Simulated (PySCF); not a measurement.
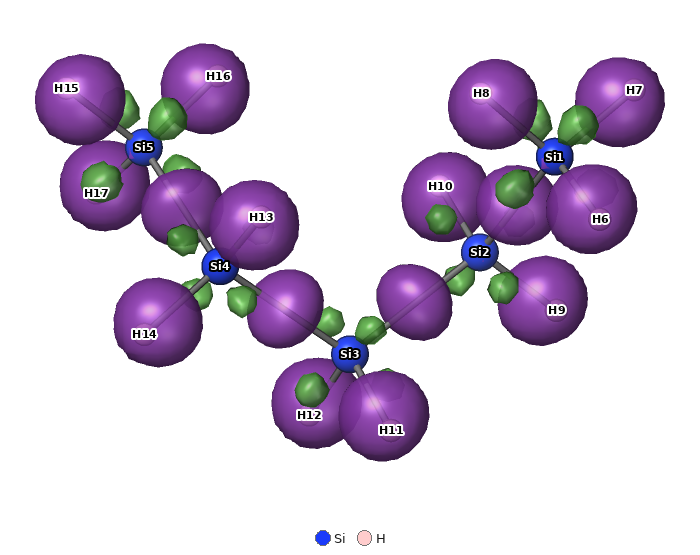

H12Si5, SMILES `[SiH3][SiH2][SiH2][SiH2][SiH3]`. Deformation density (molecule less spherical, spin-averaged free atoms at the same positions), surfaces at ±0.1 e/Å³; purple: gain, green: loss.

Method: PBE0/def2-TZVP; geometry: GFN2-xTB; program: PySCF. No frequency check shows the geometry to be a minimum.

Describe the bonding that the map shows.

Answer. The five largest and four smallest: Si1–Si2: +0.26 e/Å³ at the bond critical point (bond length 2.31 Å, Mayer order 1.0). Si4–Si5: +0.26 e/Å³ at the bond critical point (bond length 2.31 Å, Mayer order 1.0). Si3–Si4: +0.24 e/Å³ at the bond critical point (bond length 2.33 Å, Mayer order 1.0). Si2–Si3: +0.24 e/Å³ at the bond critical point (bond length 2.33 Å, Mayer order 1.0). Si1–H7: +0.22 e/Å³ at the bond critical point (bond length 1.46 Å, Mayer order 1.0). Si3–H12 and Si3–H11: +0.21 e/Å³ at the bond critical point (bond length 1.47 Å, Mayer order 0.9). Si4–H14: +0.21 e/Å³ at the bond critical point (bond length 1.47 Å, Mayer order 0.9). Si2–H10: +0.20 e/Å³ at the bond critical point (bond length 1.47 Å, Mayer order 0.9). Si4–H13: +0.20 e/Å³ at the bond critical point (bond length 1.47 Å, Mayer order 0.9). In all, 4.1 electrons gather in the regions of gain relative to the promolecule.

Where do the Hirshfeld charges lie?

Answer. The highest Hirshfeld charge is on Si1 and Si5 (+0.21 e), the lowest on H17 (−0.07 e).

```tsv
atom	charge (e)
Si1	+0.21
Si2	+0.14
Si3	+0.14
Si4	+0.14
Si5	+0.21
H6	−0.07
H7	−0.07
H8	−0.07
H9	−0.07
H10	−0.07
H11	−0.07
H12	−0.07
H13	−0.07
H14	−0.07
H15	−0.07
H16	−0.07
H17	−0.07
```
